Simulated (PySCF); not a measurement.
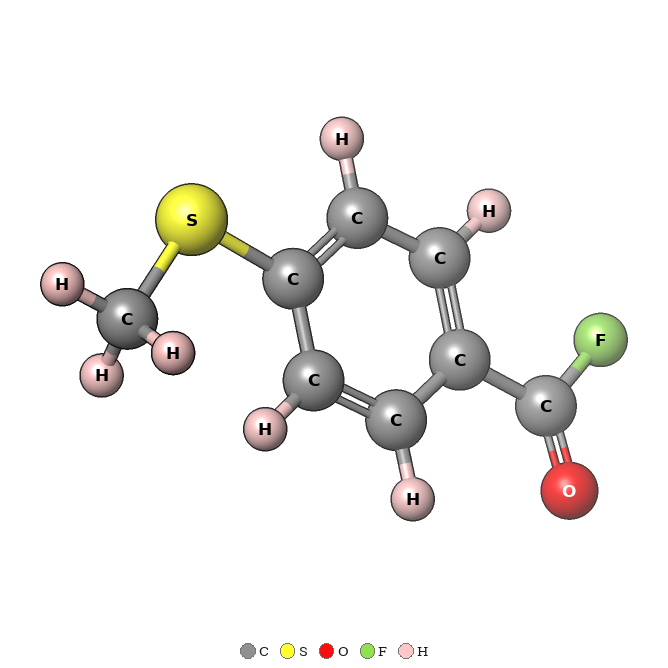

Orthographic view. Distant atoms are faded towards the background colour. Computed geometry: PBE0-D3(BJ)/def2-SVP optimisation. No frequency run is at hand to confirm it as a minimum.

**Give the standard InChI.**

InChI=1S/C8H7FOS/c1-11-7-4-2-6(3-5-7)8(9)10/h2-5H,1H3
